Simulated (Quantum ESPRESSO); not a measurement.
# BaLiF3 (Pm-3m): zone-centre phonons

Aim: the zone-centre modes of BaLiF3 (Pm-3m).

Program: Quantum ESPRESSO 7.5. Level of theory: DFT LDA, scalar-relativistic, plane waves, PseudoDojo norm-conserving pseudopotentials. Results are calculated unless marked as measured.

## (1) The starting structure

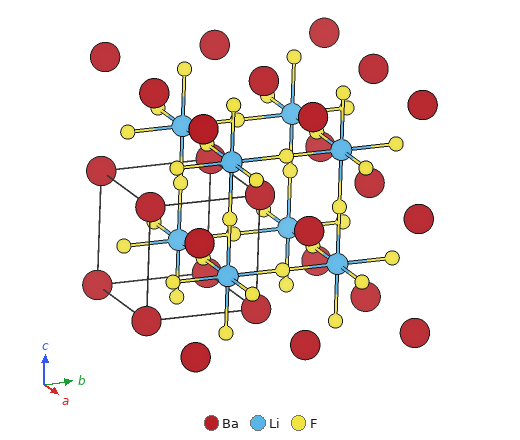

The starting structure, seen slightly off an axis (barium red, lithium blue, fluorine yellow). 2×2×2 cells are drawn. Some periodic images of atoms are drawn too.

Coordinates:

```cif
data_structure
_symmetry_space_group_name_H-M 'Pm-3m'
_symmetry_Int_Tables_number 221
_cell_length_a 3.9886
_cell_length_b 3.9886
_cell_length_c 3.9886
_cell_angle_alpha 90.000
_cell_angle_beta 90.000
_cell_angle_gamma 90.000
_cell_volume 63.45
loop_
_atom_site_label
_atom_site_type_symbol
_atom_site_symmetry_multiplicity
_atom_site_Wyckoff_symbol
_atom_site_fract_x
_atom_site_fract_y
_atom_site_fract_z
_atom_site_occupancy
Ba1 Ba 1 a 0.00000 0.00000 0.00000 1
Li1 Li 1 b 0.50000 0.50000 0.50000 1
F1 F 3 c 0.00000 0.50000 0.50000 1
```

## (2) A first look

A cheap run with smearing and empty bands tells whether the crystal has a gap, which decides between fixed occupations and smearing later on.

probe.in reads:

```
&control
   calculation = 'scf'
   prefix = 'x'
   outdir = './tmp'
   pseudo_dir = './pseudo'
   tprnfor = .true.
   tstress = .true.
   verbosity = 'high'
/
&system
   ibrav = 1
   celldm(1) = 7.53732693
   nat = 5
   ntyp = 3
   ecutwfc = 92.0
   occupations = 'smearing'
   smearing = 'gaussian'
   degauss = 0.01
/
&electrons
   conv_thr = 1.0d-07
   mixing_beta = 0.7
   electron_maxstep = 100
/
ATOMIC_SPECIES
 Ba    137.3270  Ba.upf
 Li      6.9400  Li.upf
 F      18.9984  F.upf
ATOMIC_POSITIONS crystal
 Ba     0.000000000   0.000000000   0.000000000
 Li     0.500000000   0.500000000   0.500000000
 F      0.000000000   0.500000000   0.500000000
 F      0.500000000   0.500000000   0.000000000
 F      0.500000000   0.000000000   0.500000000
K_POINTS automatic
 4 4 4 0 0 0
```

Command:

```
> OMP_NUM_THREADS=1 mpirun -n 4 pw.x -nk 4 -in probe.in > probe.out
```

The program printed:

```text
[banners, grids, parts of the stress and lines that vanish by symmetry left out]
Program PWSCF v.7.5
     bravais-lattice index     =            1
     lattice parameter (alat)  =       7.5373  a.u.
[...]
kinetic-energy cutoff     =      92.0000  Ry
     charge density cutoff     =     368.0000  Ry
     scf convergence threshold =      1.0E-07
[...]
Exchange-correlation= SLA  PW   NOGX NOGC
                           (   1   4   0   0   0   0   0)
[...]
48 Sym. Ops., with inversion, found
[...]
(     0          1          0      )
                  (     0          0          1      )
[...]
(  0.0000000  1.0000000  0.0000000 )
                  (  0.0000000  0.0000000  1.0000000 )
[...]
(     0         -1          0      )
                  (     0          0          1      )
[...]
( -1.0000000  0.0000000  0.0000000 )
                  (  0.0000000  1.0000000  0.0000000 )
[...]
number of k points=    10  Gaussian smearing, width (Ry)=  0.0100
[...]
End of self-consistent calculation
[...]
the Fermi energy is     7.7513 ev
!    total energy              =    -218.83598482 Ry
[...]
convergence has been achieved in   7 iterations
[...]
atom    1 type  1   force =     0.00000000    0.00000000    0.00000000
     atom    2 type  2   force =     0.00000000    0.00000000    0.00000000
     atom    3 type  3   force =     0.00000000    0.00000000    0.00000000
     atom    4 type  3   force =     0.00000000    0.00000000    0.00000000
     atom    5 type  3   force =     0.00000000    0.00000000    0.00000000
[...]
Total force =     0.000000     Total SCF correction =     0.000000
[...]
total   stress  (Ry/bohr**3)                   (kbar)     P=      -57.46
[...]
XML data file, charge density, pseudopotentials, collected wavefunctions

   JOB DONE.
```

It took 7.2 s on 4 MPI ranks of Intel Xeon Platinum 8488C (Sapphire Rapids), shared host.

Read from the output:

- volume per atom: 12.69 Å³
- pressure: -5.746 GPa
- gap on the k-mesh: 6.550 eV

A gap of 6.6 eV opens on this mesh, so the crystal is taken as an insulator; the start stands at -5.7 GPa.

## (3) Relaxation

The relaxation runs at a cutoff a fifth above that of the response, since stress converges more slowly with the basis than frequencies do. Forces and stress are brought to rest with tight thresholds.

relax.in reads:

```
&control
   calculation = 'vc-relax'
   prefix = 'x'
   outdir = './tmp'
   pseudo_dir = './pseudo'
   tprnfor = .true.
   tstress = .true.
   forc_conv_thr = 2.0d-05
   etot_conv_thr = 1.0d-07
   nstep = 40
/
&system
   ibrav = 1
   celldm(1) = 7.53732693
   nat = 5
   ntyp = 3
   ecutwfc = 110
   occupations = 'fixed'
   nbnd = 19
/
&electrons
   conv_thr = 1.0d-11
   mixing_beta = 0.7
   electron_maxstep = 100
/
&ions
/
&cell
   press_conv_thr = 0.2
/
ATOMIC_SPECIES
 Ba    137.3270  Ba.upf
 Li      6.9400  Li.upf
 F      18.9984  F.upf
ATOMIC_POSITIONS crystal
 Ba     0.000000000   0.000000000   0.000000000
 Li     0.500000000   0.500000000   0.500000000
 F      0.000000000   0.500000000   0.500000000
 F      0.500000000   0.500000000   0.000000000
 F      0.500000000   0.000000000   0.500000000
K_POINTS automatic
 6 6 6 0 0 0
```

Command:

```
> OMP_NUM_THREADS=1 mpirun -n 4 pw.x -nk 4 -in relax.in > relax.out
```

The program printed:

```text
[banners, grids, parts of the stress and lines that vanish by symmetry left out]
[banner, memory and clock lines left out]
Program PWSCF v.7.5

[...]
kinetic-energy cutoff     =     110.0000  Ry
     charge density cutoff     =     440.0000  Ry
     scf convergence threshold =      1.0E-11
[...]
energy convergence thresh.=      1.0E-07
     force convergence thresh. =      2.0E-05
     press convergence thresh. =      2.0E-01
     Exchange-correlation= SLA  PW   NOGX NOGC
                           (   1   4   0   0   0   0   0)
[...]
48 Sym. Ops., with inversion, found
[...]
number of k points=    20
[...]
End of self-consistent calculation
[...]
highest occupied, lowest unoccupied level (ev):     4.5474   11.0980
!    total energy              =    -218.83605773 Ry
[...]
convergence has been achieved in  12 iterations
[...]
atom    1 type  1   force =     0.00000000    0.00000000    0.00000000
     atom    2 type  2   force =     0.00000000    0.00000000    0.00000000
     atom    3 type  3   force =     0.00000000    0.00000000    0.00000000
     atom    4 type  3   force =     0.00000000    0.00000000    0.00000000
     atom    5 type  3   force =     0.00000000    0.00000000    0.00000000
     Total force =     0.000000     Total SCF correction =     0.000000
[...]
total   stress  (Ry/bohr**3)                   (kbar)     P=      -57.14
[...]
number of bfgs steps    =   0
[...]
CELL_PARAMETERS (alat=  7.53732693)
[...]
ATOMIC_POSITIONS (crystal)
Ba               0.0000000000        0.0000000000        0.0000000000
Li               0.5000000000        0.5000000000        0.5000000000
F                0.0000000000        0.5000000000        0.5000000000
F                0.5000000000        0.5000000000        0.0000000000
[...]
New effective cutoffs (rho, wfc):  448.54  112.16
[...]
End of self-consistent calculation
[...]
highest occupied, lowest unoccupied level (ev):     4.8821   11.4754
!    total energy              =    -218.84002511 Ry
[...]
convergence has been achieved in   7 iterations
[...]
atom    1 type  1   force =     0.00000000    0.00000000    0.00000000
     atom    2 type  2   force =     0.00000000    0.00000000    0.00000000
     atom    3 type  3   force =     0.00000000    0.00000000    0.00000000
     atom    4 type  3   force =     0.00000000    0.00000000    0.00000000
     atom    5 type  3   force =     0.00000000    0.00000000    0.00000000
     Total force =     0.000000     Total SCF correction =     0.000000
[...]
total   stress  (Ry/bohr**3)                   (kbar)     P=      -36.75
[...]
number of bfgs steps    =   1
[...]
CELL_PARAMETERS (alat=  7.53732693)
[...]
ATOMIC_POSITIONS (crystal)
[...]
New effective cutoffs (rho, wfc):  462.03  115.53
[...]
End of self-consistent calculation
[...]
highest occupied, lowest unoccupied level (ev):     5.4167   12.0676
!    total energy              =    -218.84235375 Ry
[...]
convergence has been achieved in   9 iterations
[...]
atom    1 type  1   force =     0.00000000    0.00000000    0.00000000
     atom    2 type  2   force =     0.00000000    0.00000000    0.00000000
     atom    3 type  3   force =     0.00000000    0.00000000    0.00000000
     atom    4 type  3   force =     0.00000000    0.00000000    0.00000000
[...]
Total force =     0.000000     Total SCF correction =     0.000000
[...]
total   stress  (Ry/bohr**3)                   (kbar)     P=        0.48
[...]
number of bfgs steps    =   2
[...]
CELL_PARAMETERS (alat=  7.53732693)
[...]
ATOMIC_POSITIONS (crystal)
[...]
New effective cutoffs (rho, wfc):  461.86  115.49
[...]
End of self-consistent calculation
[...]
highest occupied, lowest unoccupied level (ev):     5.4098   12.0600
!    total energy              =    -218.84235408 Ry
[...]
convergence has been achieved in   5 iterations
[...]
Total force =     0.000000     Total SCF correction =     0.000000
[...]
total   stress  (Ry/bohr**3)                   (kbar)     P=       -0.04
[...]
number of bfgs steps    =   3
[...]
small trust_radius: resetting bfgs history
[...]
CELL_PARAMETERS (alat=  7.53732693)
[...]
ATOMIC_POSITIONS (crystal)
[...]
New effective cutoffs (rho, wfc):  461.87  115.49
[...]
End of self-consistent calculation
[...]
highest occupied, lowest unoccupied level (ev):     5.4101   12.0603
!    total energy              =    -218.84235408 Ry
[...]
convergence has been achieved in   3 iterations
[...]
atom    3 type  3   force =     0.00000000    0.00000000    0.00000000
     atom    4 type  3   force =     0.00000000    0.00000000    0.00000000
     atom    5 type  3   force =     0.00000000    0.00000000    0.00000000
     Total force =     0.000000     Total SCF correction =     0.000000
[...]
total   stress  (Ry/bohr**3)                   (kbar)     P=       -0.02
[...]
bfgs converged in   5 scf cycles and   4 bfgs steps
[...]
End of BFGS Geometry Optimization
     Final enthalpy           =    -218.8423540768 Ry
     File ./tmp/x.bfgs deleted, as requested
[...]
CELL_PARAMETERS (alat=  7.53732693)
[...]
ATOMIC_POSITIONS (crystal)
[...]
F                0.5000000000        0.5000000000        0.0000000000
F                0.5000000000        0.0000000000        0.5000000000
[...]
Final scf calculation at the relaxed structure.
[...]
kinetic-energy cutoff     =     110.0000  Ry
     charge density cutoff     =     440.0000  Ry
     scf convergence threshold =      1.0E-13
[...]
press convergence thresh. =      2.0E-01
     Exchange-correlation= SLA  PW   NOGX NOGC
                           (   1   4   0   0   0   0   0)
[...]
48 Sym. Ops., with inversion, found
[...]
number of k points=    20
[...]
End of self-consistent calculation
[...]
highest occupied, lowest unoccupied level (ev):     5.4101   12.0603
!    total energy              =    -218.84235197 Ry
[...]
convergence has been achieved in  14 iterations
[...]
atom    1 type  1   force =     0.00000000    0.00000000    0.00000000
     atom    2 type  2   force =     0.00000000    0.00000000    0.00000000
     atom    3 type  3   force =     0.00000000    0.00000000    0.00000000
     atom    4 type  3   force =     0.00000000    0.00000000    0.00000000
     atom    5 type  3   force =     0.00000000    0.00000000    0.00000000
     Total force =     0.000000     Total SCF correction =     0.000000
[...]
total   stress  (Ry/bohr**3)                   (kbar)     P=       -0.01
[...]
XML data file, charge density, pseudopotentials, collected wavefunctions
```

The job ended after 78 s (4 MPI ranks).

Relaxation path:

| step | energy less that of the first step (eV) | largest force (eV/Å) | pressure (GPa) | volume (Å³) |
| --- | --- | --- | --- | --- |
| 1 | 0.0000 | 0.0000 | -5.71 | 63.45 |
| 2 | -0.0540 | 0.0000 | -3.67 | 61.62 |
| 3 | -0.0857 | 0.0000 | 0.05 | 58.94 |
| 4 | -0.0857 | 0.0000 | 0.00 | 58.98 |
| 5 | -0.0857 | 0.0000 | 0.00 | 58.98 |
| 6 | -0.0856 | 0.0000 | 0.00 | 58.98 |

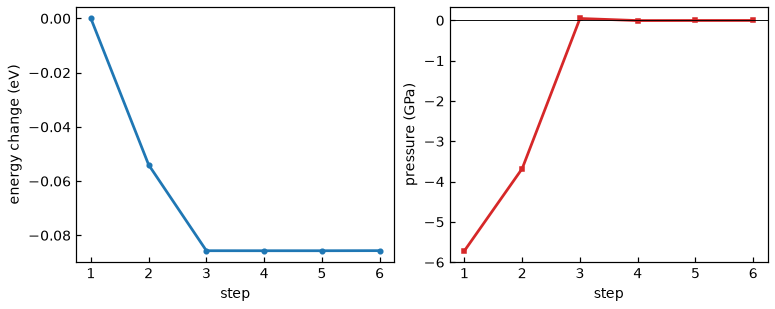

Energy and pressure along the relaxation.

| conventional cell, symmetrised | before | after | change |
| --- | --- | --- | --- |
| a (Å) | 3.989 | 3.892 | -2.4 % |
| b (Å) | 3.989 | 3.892 | -2.4 % |
| c (Å) | 3.989 | 3.892 | -2.4 % |
| volume (Å³/atom) | 12.69 | 11.80 | -7.1 % |

The relaxed structure:

```
Ba Li F
1.0
     3.89246    0.00000    0.00000
     0.00000    3.89246    0.00000
     0.00000    0.00000    3.89246
Ba Li F
1 1 3
Direct
  0.00000 0.00000 0.00000
  0.50000 0.50000 0.50000
  0.00000 0.50000 0.50000
  0.50000 0.50000 0.00000
  0.50000 0.00000 0.50000
```

The last row of the table of steps is pw.x's closing run on a basis chosen anew for the final cell, so its energy can jump.

This step gave:

```yaml
volume_per_atom: 11.80 Å³
pressure: -0.001 GPa
gap_on_the_k_mesh: 6.650 eV
```

The volume changes by -7.1 % from the cell with which this run began.

## (4) Ground state

The response is built on this ground state, so it is converged far tighter than an energy would need. With a gap, occupations are fixed, which also allows the response to an electric field.

scf.in reads:

```
&control
   calculation = 'scf'
   prefix = 'x'
   outdir = './tmp'
   pseudo_dir = './pseudo'
   tprnfor = .true.
   tstress = .true.
/
&system
   ibrav = 1
   celldm(1) = 7.35567489
   nat = 5
   ntyp = 3
   ecutwfc = 92.0
   occupations = 'fixed'
   nbnd = 19
/
&electrons
   conv_thr = 1.0d-12
   mixing_beta = 0.7
   electron_maxstep = 100
/
ATOMIC_SPECIES
 Ba    137.3270  Ba.upf
 Li      6.9400  Li.upf
 F      18.9984  F.upf
ATOMIC_POSITIONS crystal
 Ba     0.000000000   0.000000000   0.000000000
 Li     0.500000000   0.500000000   0.500000000
 F      0.000000000   0.500000000   0.500000000
 F      0.500000000   0.500000000   0.000000000
 F      0.500000000   0.000000000   0.500000000
K_POINTS automatic
 8 8 8 0 0 0
```

Command:

```
> OMP_NUM_THREADS=1 mpirun -n 4 pw.x -nk 4 -in scf.in > scf.out
```

The program printed:

```text
[banners, grids, parts of the stress and lines that vanish by symmetry left out]
[banner, memory and clock lines left out]
Program PWSCF v.7.5

[...]
kinetic-energy cutoff     =      92.0000  Ry
     charge density cutoff     =     368.0000  Ry
     scf convergence threshold =      1.0E-12
[...]
Exchange-correlation= SLA  PW   NOGX NOGC
                           (   1   4   0   0   0   0   0)
[...]
48 Sym. Ops., with inversion, found
[...]
number of k points=    35
[...]
End of self-consistent calculation
[...]
highest occupied, lowest unoccupied level (ev):     5.4101   12.0603
!    total energy              =    -218.84228620 Ry
[...]
convergence has been achieved in  12 iterations
[...]
atom    1 type  1   force =     0.00000000    0.00000000    0.00000000
     atom    2 type  2   force =     0.00000000    0.00000000    0.00000000
     atom    3 type  3   force =     0.00000000    0.00000000    0.00000000
     atom    4 type  3   force =     0.00000000    0.00000000    0.00000000
     atom    5 type  3   force =     0.00000000    0.00000000    0.00000000
     Total force =     0.000000     Total SCF correction =     0.000000
[...]
total   stress  (Ry/bohr**3)                   (kbar)     P=       -0.11
[...]
XML data file, charge density, pseudopotentials, collected wavefunctions
```

It took 21 s on 4 MPI ranks.

Read from the output:

```yaml
pressure: -0.01100 GPa
```

The cell stands at -0.011 GPa, close enough for phonons.

(Continued in part 2 of 4.)

[Host names and launcher messages were left out of these logs when they were recorded.]

[Logs are printed without paths, hosts, clocks, repeated set-up lines and the standing remarks that a program may print on its own settings, such as how far it seeks lower states.]

[Hosts, paths, dates, database ids (printed as entryN), source tags and the programs' standing remarks are cut or masked in the printed files.]
